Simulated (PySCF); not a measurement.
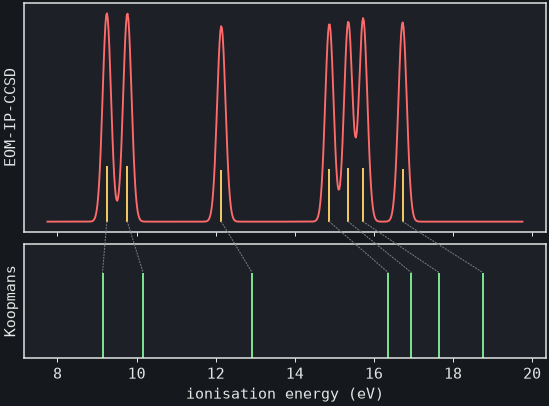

Valence photoelectron lines of C₄H₄ (1,2,3-butatriene), SMILES C=C=C=C: vertical EOM-IP-CCSD/aug-cc-pVDZ (frozen core, PySCF, at a PBE0-D3(BJ)/def2-SVP geometry (no frequency check); 7 lines, one for each of the 7 highest orbitals, so a line of a deeper orbital can be missing among them) above, Hartree-Fock orbital energies with the sign turned below, non-relativistic; dotted lines join each line to its leading orbital. Stick heights are one-hole weights (summed over degenerate lines), not cross-sections; Gaussian width 0.25 eV.

Q: What is the first vertical ionisation energy, and how far is Koopmans' value off?

A: 9.25 eV from the HOMO; Koopmans gives 9.14 eV, 0.11 eV too low.

Q: List the lines.

A:
```csv
hole,EOM-IP-CCSD (eV),Koopmans (eV),one-hole weight
HOMO,9.25,9.14,0.96
HOMO-1,9.77,10.16,0.96
HOMO-2,12.14,12.92,0.90
HOMO-3,14.87,16.36,0.91
HOMO-4,15.35,16.95,0.92
HOMO-5,15.73,17.65,0.94
HOMO-6,16.73,18.76,0.92
```

Note: small basis, so the lines can lie some tenths of an eV too low.
